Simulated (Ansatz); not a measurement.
The compound is CaB (space group P-3m1, No. 164), taken as the geometry relaxed with DFT PBE, scalar-relativistic, plane waves, PAW (Ansatz 0.2.0); the starting structure was generated, so it need not be a known form of this composition.

```
Ca B
1.0
     3.29918    0.00000    0.00000
    -1.64959    2.85717    0.00000
     0.00000    0.00000    8.03212
Ca B
2 2
Direct
  0.33333 0.66667 0.29439
  0.66667 0.33333 0.70561
  0.33333 0.66667 0.98406
  0.66667 0.33333 0.01594
```

Describe the stacking along c, with columns A (0, 0), B (1/3, 2/3), C (2/3, 1/3) of the hexagonal mesh.

B(C) – Ca(B) – Ca(C) – B(B) (four layers in 8.03 Å).

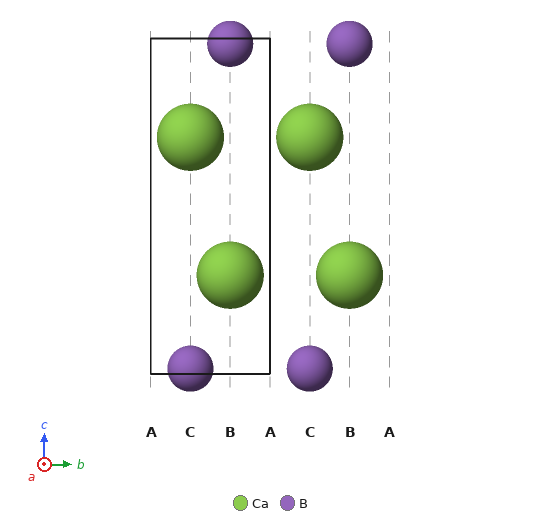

Projection along an edge of the hexagonal mesh, stacking direction c upwards. The dashed lines mark the three columns A (0, 0), B (1/3, 2/3) and C (2/3, 1/3). The sequence starts with the first layer at or above the cell's origin.
